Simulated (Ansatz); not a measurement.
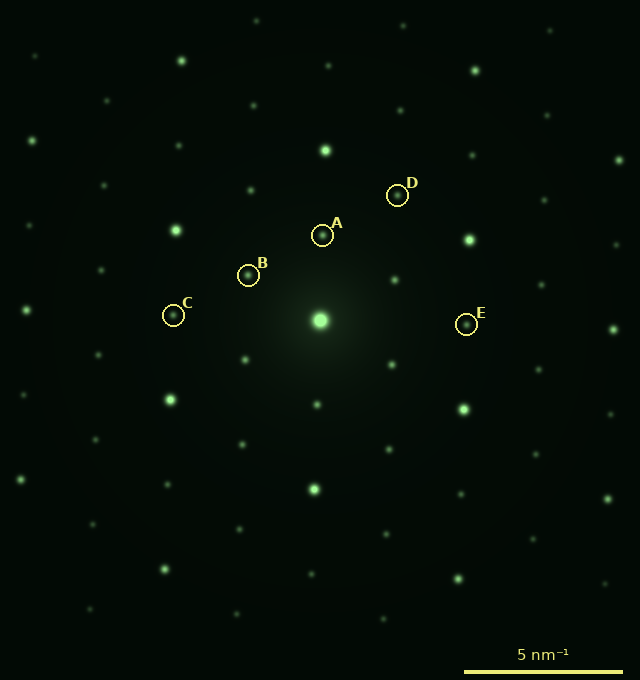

Simulated selected-area electron diffraction pattern (200 kV, kinematic approximation, thin crystal, B = 0.8 Å² for all atoms). The zone axis points towards the electron source and the pattern is seen from the source side.

SnGe3N, space group Pm-3m (No. 221), a = 5.26 Å. Structure: the end point of a relaxation with DFT PBE, scalar-relativistic, plane waves, PAW (Ansatz); the starting structure was generated, so it need not be a known form of this composition.

Spot A is indexed -1 1 0 and spot B -1 0 1.

### What are the indices of the remaining marked spots?

C = −A + 2B = -1 -1 2 (d = 2.148 Å). D = 2A − B = -1 2 -1 (d = 2.148 Å). E = A − 2B = 1 1 -2 (d = 2.148 Å).

### Which zone axis is this?

The cross product of A and B is parallel to [111]; every spot obeys hu + kv + lw = 0.

### What are the spacings of A and B and the angle between them?

d(A) = 3.721 Å, d(B) = 3.721 Å, and the angle is 60.0°.
